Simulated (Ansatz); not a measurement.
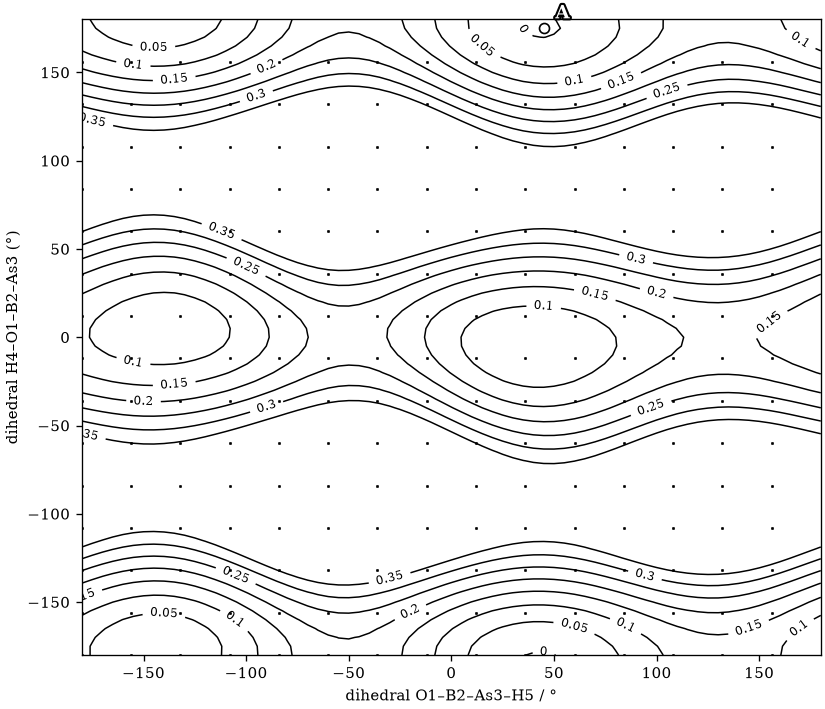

AsBH3O, SMILES O[B][AsH2], spin multiplicity 2. The first coordinate is: dihedral O1–B2–As3–H5; the second: dihedral H4–O1–B2–As3. Nothing is relaxed (all other coordinates rigid). The scan uses a 15 × 15 grid. Points are written as (first, second). All energies are given in eV relative to the lowest grid point. All numbers below come from Ansatz 0.2.0, UHF/def2-TZVP.

In the figure: contour lines labelled in eV (none above 0.35), dots at the grid points, the point A. Between grid points the surface is interpolated.

Find the lowest pass out of the well at A.

Answer. The easiest path leads from the well at about (45°, 175°) to the well at about (−145°, −175°), about 0.014 eV higher (on a rigid scan; wells that are mirror images or exchange like atoms can differ by this much). Its highest point lies about 0.14 eV above the bottom of the first well on the interpolated surface, at (132°, −180°). Seen from the upper well the barrier is about 0.12 eV. This is the barrier on the constrained surface; relaxing the other coordinates would change it.

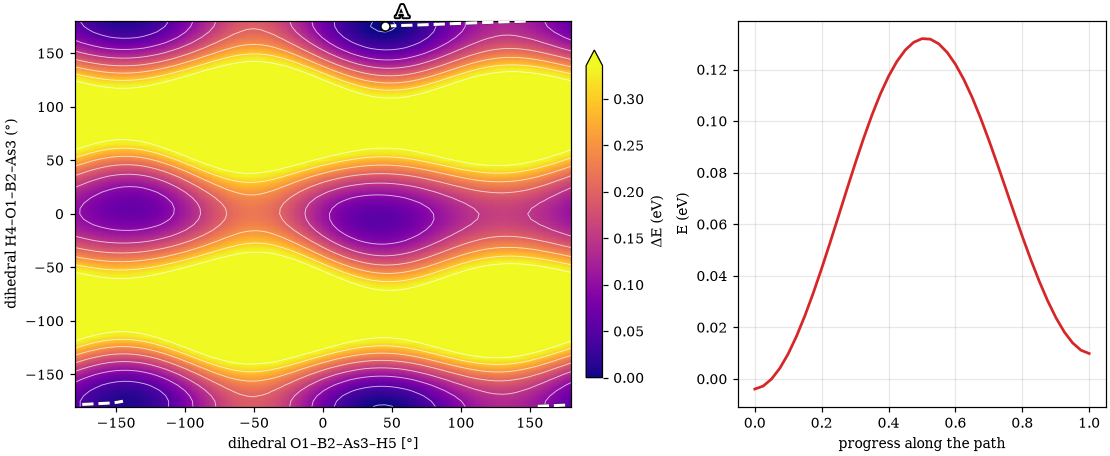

Drawn: a smooth colour map with a few white contour lines, a line along the lowest path, one colour for all values above the top of the scale, the energy along the path at the right. Between grid points the surface is interpolated.
